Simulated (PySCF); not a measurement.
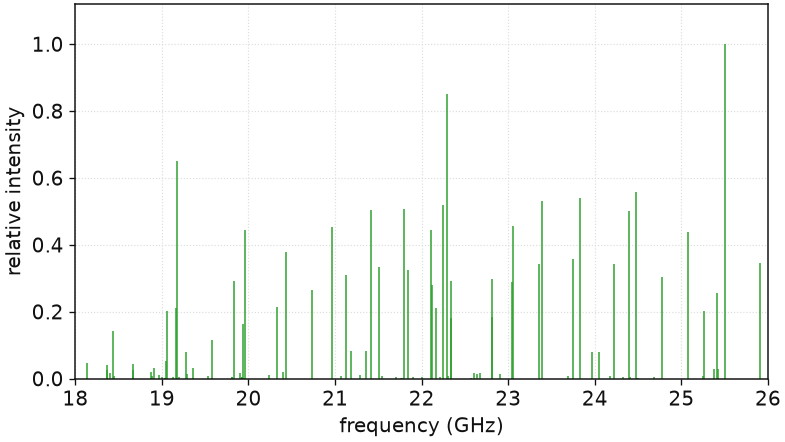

SiAsPH₆, SMILES P[SiH2][AsH2]. Simulated rotational absorption lines between 18 and 26 GHz at 3 K: rigid rotor with the equilibrium constants and dipole of one optimised conformer (PBE0-D3(BJ)/def2-SVP, PySCF), commonest isotopes; no centrifugal distortion, hyperfine structure, internal rotation or nuclear-spin weights; lines within 1 MHz of each other are summed.

**What are the rotational constants, and what kind of rotor is it?**

Rotational constants A, B, C = 8.883, 1.436, 1.281 GHz; Ray's κ = −0.96, a near-prolate asymmetric top.

**Which dipole components drive the lines?**

|μa|, |μb|, |μc| = 0.10, 0.82, 1.05 D; c-type lines carry 57 % of the intensity in this range.

Known limits of this run: coarse grid, loose stop and no frequency check, small forces are noise and the end may be a saddle.
